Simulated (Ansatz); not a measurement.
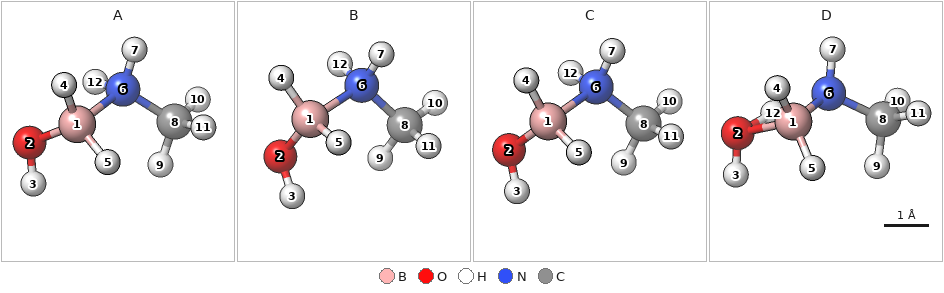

4 geometries from a converged minimum-energy path of CH₈BNO, shuffled. The picture is a ball-and-stick view, seen at a tilt.

All numbers below come from RKS PBE-D4/6-31G* (Ansatz). Settings: 5 movable images; climbing image; force threshold 0.05 eV/Å; iteration limit 60; starting path through a guess of the saddle point.

### One of them is the converged climbing image. Which?

D. In order along the path, whose images run from 0 to 6: B (image 0, 0.00 eV), C (image 1, +0.03 eV), A (image 2, +0.07 eV), D (image 4, +0.96 eV). Breaking: B1–O2 (1.45 → 1.67 at the top → 2.91 Å), N6–H12 (1.03 → 1.46 at the top → 2.30 Å). Forming: O2–H12 (2.66 → 1.15 at the top → 0.98 Å).
